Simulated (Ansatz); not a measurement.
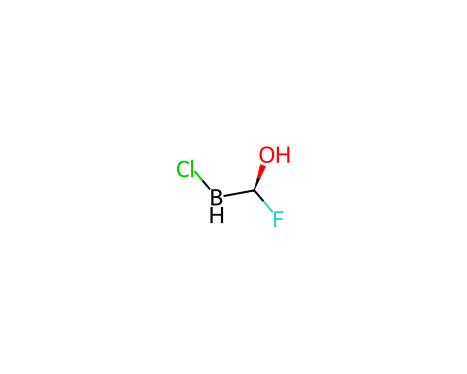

A structural formula.

**Transcribe the drawing into SMILES.**

O[C@@H](F)BCl

**What is the molecular formula?**

CH3BClFO.

**An optimisation with PBE0-D4/def2-TZVP gave a structure of which point group?**

C1.

The parts below concern this one geometry. Atoms keep their numbers from picture to picture. The geometry was computed by an optimisation with PBE0-D4/def2-TZVP.

Shape

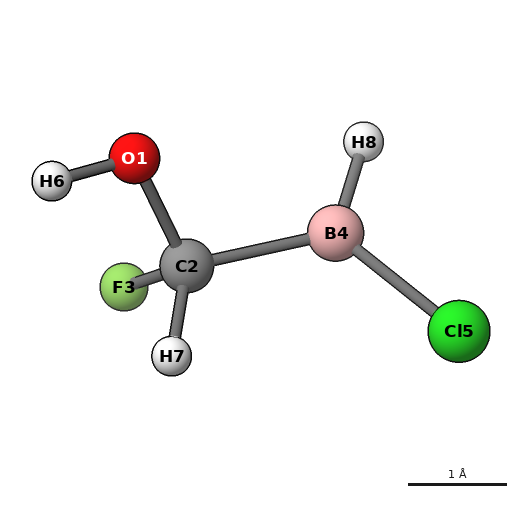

What are the angles C2–O1–H6, O1–C2–F3, O1–C2–B4, O1–C2–H7, F3–C2–B4, F3–C2–H7, B4–C2–H7, C2–B4–Cl5, C2–B4–H8, Cl5–B4–H8?

```csv
angle,degrees
C2–O1–H6,109.9
O1–C2–F3,110.4
O1–C2–B4,107.3
O1–C2–H7,112.0
F3–C2–B4,106.9
F3–C2–H7,105.2
B4–C2–H7,114.8
C2–B4–Cl5,119.9
C2–B4–H8,120.8
Cl5–B4–H8,119.3
```

Vibrations

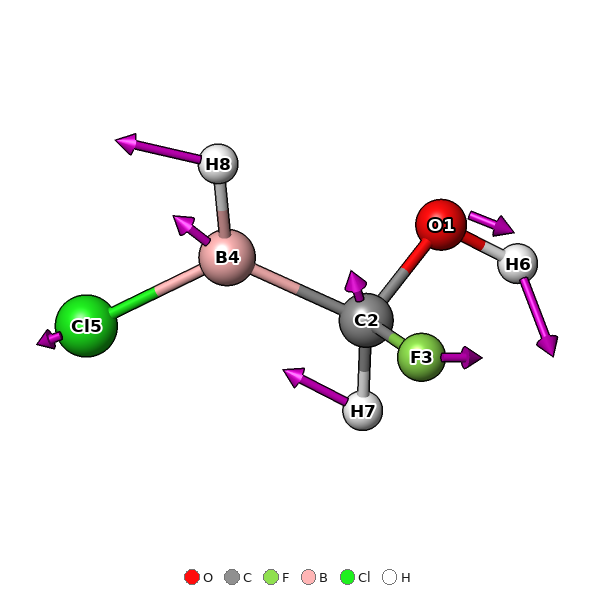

The arrows show one normal mode. Harmonic vibrations computed with RKS PBE0-D4/def2-TZVP (Ansatz 0.2.0) at a stationary point of the same level.

**Describe the motion.**

Mostly angle bending.

**Estimate its harmonic wavenumber.**

347 cm⁻¹; it is mode 4 of 18 counted from the lowest.

Electronic properties

Level of theory: RKS PBE0-D4/def2-QZVPP (Ansatz 0.2.0).

**Give the LUMO energy (Kohn–Sham orbital) at this level.**

−1.91 eV.

**Give the dispersion correction at this level.**

−11.5 kJ/mol.

**What is the HOMO energy (Kohn–Sham orbital)?**

−8.67 eV.

Dipole moment

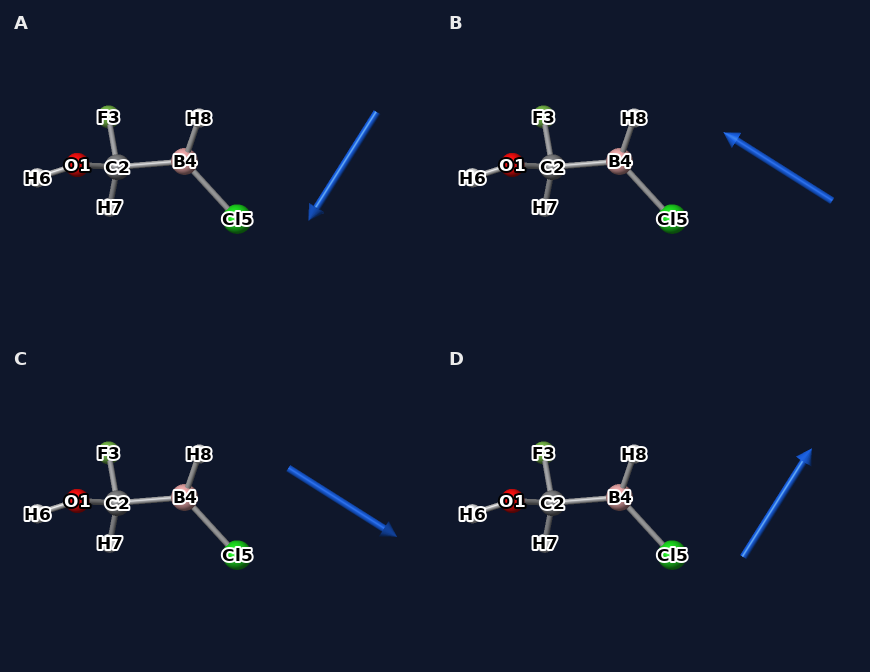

The same molecule four times, each with an arrow. Properties computed with RKS B3LYP-D4/def2-TZVPP (Ansatz 0.2.0).

**Which arrow points along the dipole moment, from the negative to the positive end?**

A. The dipole moment is 1.79 D; it points from the side of H8 to the side of H6 (the outermost atoms at the two ends).

Charges

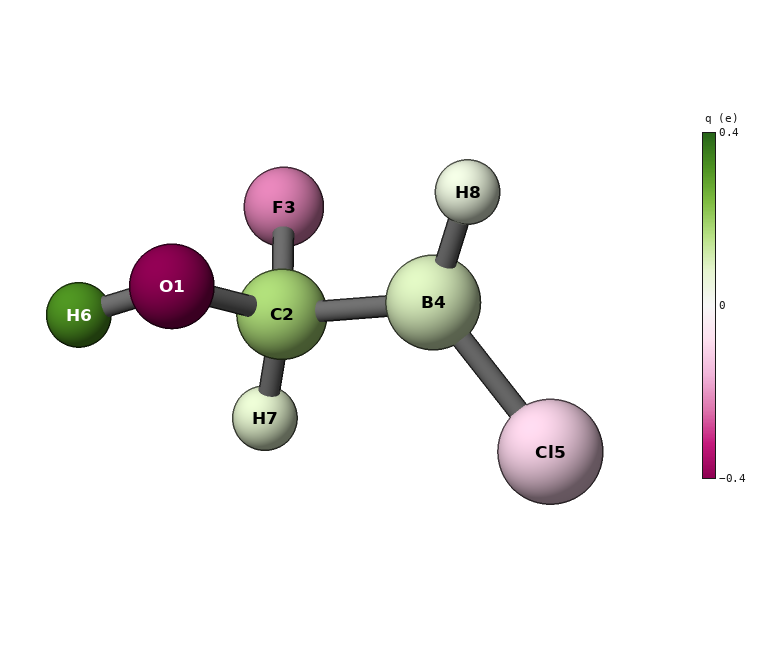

Atoms are coloured by their Mulliken charges. Properties computed with RKS PBE0-D4/def2-TZVP (Ansatz 0.2.0).

List the Mulliken charges.

| atom | value (e) |
| --- | --- |
| O1 | −0.40 |
| C2 | 0.18 |
| F3 | −0.22 |
| B4 | 0.10 |
| Cl5 | −0.10 |
| H6 | 0.32 |
| H7 | 0.08 |
| H8 | 0.05 |

Mulliken values depend strongly on the basis set and can even reverse the polarity of a bond.
